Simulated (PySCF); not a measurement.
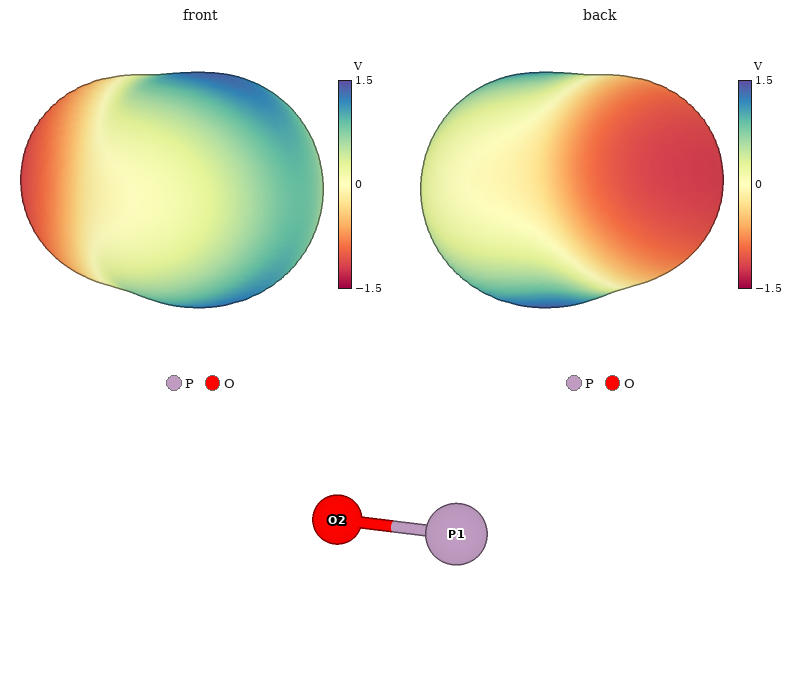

PO (doublet). The electrostatic potential painted on the density surface at 0.001 e/bohr³, seen from the front and from behind; red is negative and blue positive. The bare structure is drawn below in the same view.

Method: PySCF, PBE0/6-31G(d,p), non-relativistic, at a bond length of 1.494 Å.

Describe the electrostatic potential map.

Answer. The most negative region (about −1.2 V, or −28 kcal/mol for a unit charge) lies over O2, the most positive (about +1.3 V, or +30 kcal/mol for a unit charge) over P1. O2 is the likeliest acceptor of a hydrogen bond.
